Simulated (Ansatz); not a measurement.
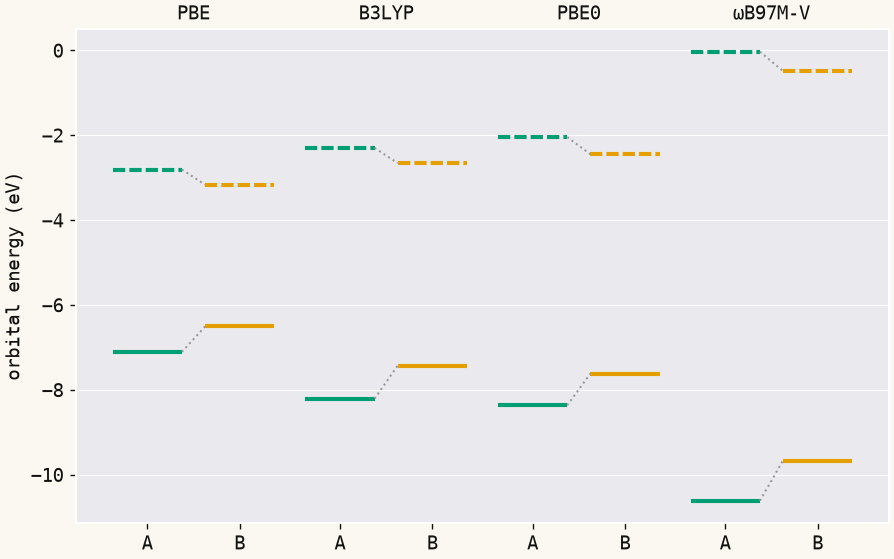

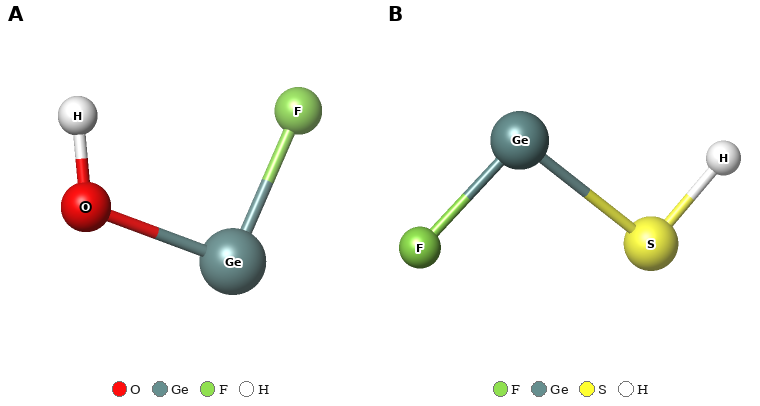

One change: A, GeHOF (SMILES [OH][Ge][F]), becomes B, GeHSF (SMILES [F][Ge][SH]). OH on Ge is replaced by SH. HOMO (solid) and LUMO (dashed) computed in def2-TZVPP at PBE0-D4/def2-TZVP geometries, both minima by their frequencies, gas phase, the Ansatz code.

What does the change do to HOMO and LUMO?

Answer. PBE: the HOMO rises by 0.60 eV, the LUMO falls by 0.36 eV, and the separation goes from 4.30 to 3.34 eV. B3LYP: the HOMO rises by 0.78 eV, the LUMO falls by 0.36 eV, and the separation goes from 5.91 to 4.77 eV. PBE0: the HOMO rises by 0.75 eV, the LUMO falls by 0.40 eV, and the separation goes from 6.32 to 5.17 eV. ωB97M-V: the HOMO rises by 0.95 eV, the LUMO falls by 0.46 eV, and the separation goes from 10.58 to 9.18 eV.

Do the functionals agree on the effect?

Answer. They agree on the direction for both levels; the HOMO shift lies between 0.60 and 0.95 eV and the LUMO shift between −0.46 and −0.36 eV, while the separations themselves differ by up to 6.3 eV between functionals.
